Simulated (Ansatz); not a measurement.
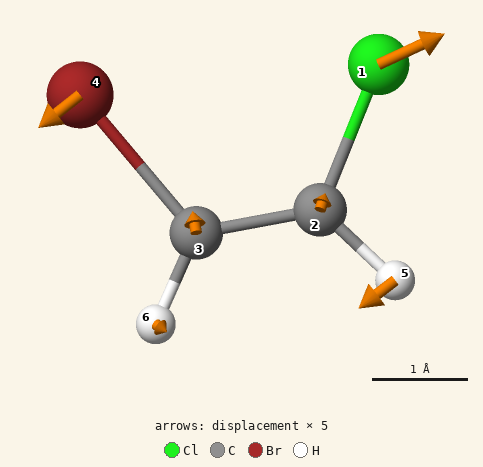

A relaxation of C2H2BrCl. The starting structure is drawn; orange arrows show the displacements, 5 times their true length. The two geometries are superimposed by the best rigid fit.

A ball-and-stick model, seen face on.

The run prepares an end point of a later path (torsion) calculation, from a guessed geometry.

All numbers below come from RKS revPBE-D4/def2-SVP (Ansatz 0.2.0).

The input:
```yaml
crystal:
  periodic: [false, false, false]
  atoms:
    - { symbol: Cl, position_ang: [-0.7339, 1.3808, -1.4176] }
    - { symbol: C, position_ang: [0.2232, 0.4279, -0.4682] }
    - { symbol: C, position_ang: [-0.2882, -0.4182, 0.4234] }
    - { symbol: Br, position_ang: [-2.18925, -0.55119, 0.63559] }
    - { symbol: H, position_ang: [1.2804, 0.5676, -0.6976] }
    - { symbol: H, position_ang: [0.28548, -1.06905, 1.01955] }
basis:
  gaussian: { orbitals: def2-SVP }
hamiltonian:
  xc: revpbe
  dispersion: d4
relax:
  f_tol: 0.015
  max_steps: 40
```

Run as
```bash
ansatz run input.yaml --threads 1 --pin off --max-ram 2048MiB --backend cpu --events-out ev --progress --plain --runs-dir out
```

### Atoms of which element are displaced furthest, and by how much?

Chlorine: up to 0.15 Å, against 0.11 Å for bromine.

### What happened in the run?

The atom that moves furthest after the best rigid fit is Cl1 (0.15 Å). Largest moves by element: Cl 0.15 Å, Br 0.11 Å, H 0.10 Å, C 0.05 Å. Near-neighbour distances that change, for instance: Cl1–Br4 3.173 → 3.416 Å, Cl1–C2 1.651 → 1.729 Å, C3–H6 1.053 → 1.099 Å, C3–Br4 1.917 → 1.884 Å. Bond angles that change, for instance: C3–C2–H5 126.5° → 120.4°, C2–C3–Br4 119.9° → 124.7°, C2–C3–H6 124.3° → 120.6°. After 4 geometry steps the energy has fallen by 0.230 eV. The largest force component goes from 1.7 to 0.011 eV/Å. The run took 15 s on 1 thread of Arm Neoverse V1, with other jobs on the host, peak memory 0.12 GiB.
